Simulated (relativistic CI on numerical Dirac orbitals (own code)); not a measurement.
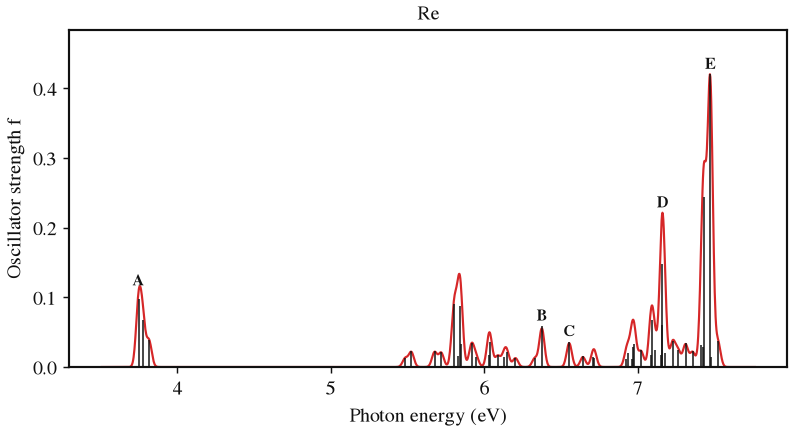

The plot shows absorption lines from the lowest level (oscillator strengths f) for Re I (neutral rhenium). The calculation used Dirac CI, KLI exchange-only orbitals, Breit term, model QED, valence Slater integrals scaled by 0.85, configurations shifted onto measured levels. The envelope is a Gaussian of full width 0.04 eV, scaled to the tallest stick.

**Which transitions are the lettered lines?**

A: 5d⁵ 6s 6p ⁶P°₇/₂ ← 5d⁵ 6s² ⁶S₅/₂, 3.750 eV, f = 0.098; B: 5d⁵ 6s 6p J = 7/2 (odd, mixed, level 213) ← 5d⁵ 6s² ⁶S₅/₂, 6.375 eV, f = 0.059; C: 5d⁵ 6s 6p J = 5/2 (odd, mixed, level 229) ← 5d⁵ 6s² ⁶S₅/₂, 6.553 eV, f = 0.037; D: 5d⁴ 6s² 6p J = 5/2 (odd, mixed, level 325) ← 5d⁵ 6s² ⁶S₅/₂, 7.161 eV, f = 0.15; E: 5d⁵ 6s 6p J = 7/2 (odd, mixed, level 391) ← 5d⁵ 6s² ⁶S₅/₂, 7.471 eV, f = 0.42. The strongest, E, lies in the vacuum ultraviolet region.

Limits of the model: shifts are fitted to measured levels, configurations with none paired borrow a shift and can be misplaced by tens of thousands of cm⁻¹; rates and lifetimes follow the computed energies and can be off by orders of magnitude; one shift a configuration: terms inside it, and wavelengths, can be off by thousands of cm⁻¹; only a limited list of configurations is included, so lower levels can be missing; only lines among the lowest 400 of 9758 levels are drawn, so those from 5d⁵ 6s 8s, 5d⁵ 6s 6d, 5d⁵ 6s 6p and 5d⁵ 6s 6f are incomplete.
